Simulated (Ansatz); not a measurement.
Breaking the C3–H5 bond in C2H6Zn (SMILES C[CH2][ZnH]) (multiplicity 1 held, fragments rigid). Energies count from the point at 1.095 Å.
Geometry at that point (charge 0, multiplicity 1):
```json
[
 {"atom": "Zn", "x (Å)": "-0.1040", "y (Å)": "0.1481", "z (Å)": "0.8335"},
 {"atom": "H", "x (Å)": "-0.3450", "y (Å)": "0.8644", "z (Å)": "2.1845"},
 {"atom": "C", "x (Å)": "0.2022", "y (Å)": "-0.7601", "z (Å)": "-0.8850"},
 {"atom": "C", "x (Å)": "0.1842", "y (Å)": "0.1511", "z (Å)": "-2.1212"},
 {"atom": "H", "x (Å)": "-0.5549", "y (Å)": "-1.5440", "z (Å)": "-0.9868"},
 {"atom": "H", "x (Å)": "1.1618", "y (Å)": "-1.2826", "z (Å)": "-0.8191"},
 {"atom": "H", "x (Å)": "0.9537", "y (Å)": "0.9247", "z (Å)": "-2.0678"},
 {"atom": "H", "x (Å)": "-0.7747", "y (Å)": "0.6615", "z (Å)": "-2.2367"},
 {"atom": "H", "x (Å)": "0.3601", "y (Å)": "-0.4128", "z (Å)": "-3.0427"}
]
```

R- and RO- levels are restricted; in cc, def2 and unpolarised 6-31G sets they are followed outwards from rest. U- levels take the lowest unrestricted solution at each point, which mixes spins at long bonds. Active spaces are followed from a long bond inwards. Levels need not reach the same state.

Frozen-core correlation.

Codes used: Ansatz (a program for electronic structure) with Gaussian orbitals. 

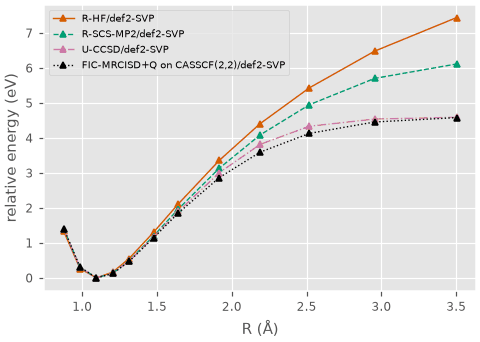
Figure: Relative energy along the coordinate

Doubts at one or more of the structures used: a restricted determinant that unrestricted orbitals would lower (R-HF/def2-SVP, R-SCS-MP2/def2-SVP); a spin-contaminated determinant (U-CCSD/def2-SVP); T1 above 0.05 (U-CCSD/def2-SVP).
